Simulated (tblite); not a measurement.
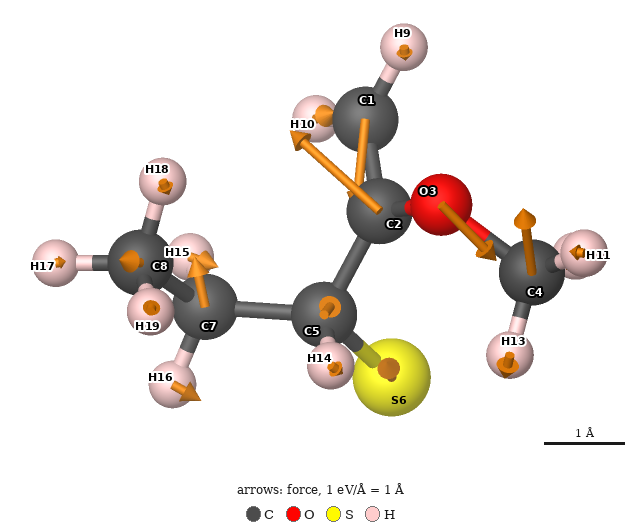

Starting geometry of C6H11OS (charge −1) with the computed forces as orange arrows. The picture is a ball-and-stick view, seen at a tilt.

Theory: GFN2-xTB geometry optimisation, gas phase in tblite. 

What follows when this structure is relaxed?

It isn't relaxed: the largest force vector, on a C atom, is 1.62 eV/Å. The final displacements have little in common with the starting forces (cosine between the two patterns 0.07). Over 119 geometry steps the energy falls by 0.268 eV. The largest move after the best rigid fit is that of an H atom, 1.17 Å. Largest moves by element: H 1.17 Å, O 0.50 Å, C 0.31 Å, S 0.29 Å. Near-neighbour distances that change, for instance: C–O 1.433 → 1.409 Å, C–S 1.858 → 1.834 Å, C–C 1.514 → 1.493 Å, C–C 1.354 → 1.335 Å. Among the angles between lasting bonds that change: C–O–C 110.1° → 118.1°, C–C–H 110.9° → 107.1°, H–C–H 112.5° → 109.3°. Groups turn about C–O by about 45°, C–C by about 20°. The run took 0.84 s on 1 thread of Intel(R) Xeon(R) Platinum 8488C, on a shared host.
